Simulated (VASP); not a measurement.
Band structure of Te (space group P3_121). Calculation: PBE GGA, VASP's PBE PAW potentials (set 64) (plane waves; VASP).

The path is coarsely sampled, so an indirect gap can come out somewhat too large. Unless said otherwise, spin-orbit coupling is left out, though it shifts the bands of the heavy elements here.

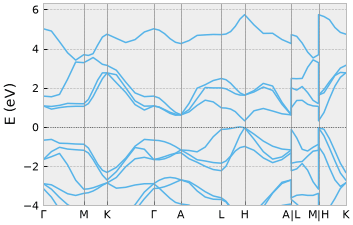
*Bands along high-symmetry lines, zero at the valence-band maximum or, without a gap, the Fermi level*

Question: Read the plot: is there a gap, and where are the band edges?

Answer: The gap is indirect, 0.31 eV, from the valence maximum at L-H at 0.80 to the conduction minimum at H.

The structure comes from a computed database's Te entry; how it stands against other phases isn't given here. The cell was not relaxed at this level.
